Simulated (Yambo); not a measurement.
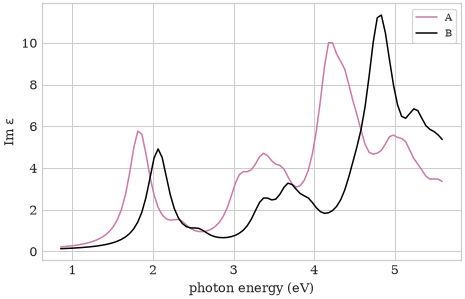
Two computed absorption spectra of CuI (wurtzite, space group P6_3mc, No. 186) (Yambo, PBEsol bands with the same scissor, field along x)

Axes are Cartesian, with cell vectors (Å) (4.18, 0.00, 0.00), (-2.09, 3.62, 0.00), (0.00, 0.00, 6.90).

Which curve includes the electron-hole attraction (BSE)?

Curve A: the attraction moves weight to lower energy (centre of the plotted range 3.8 eV against 4.2 eV). Settings: 6×6×2 mesh, 20 valence and 6 conduction bands, static screening with 132 bands and a 4 Ry block, scissor 1.02 eV, Tamm-Dancoff. The scissor comes from a G0W0 run whose convergence isn't established. Broadening 0.15 eV. The band window holds all transitions up to 5.6 eV. On this mesh the peak heights and the fine structure are mesh artefacts; only the shift of weight is robust.

Spin-orbit coupling is included.

Geometry relaxed with PBEsol; primitive cell a = 4.1819 Å, b = 4.1819 Å, c = 6.8976 Å, α = 90.00°, β = 90.00°, γ = 120.00°.

This is not the ordinary phase of the substance.
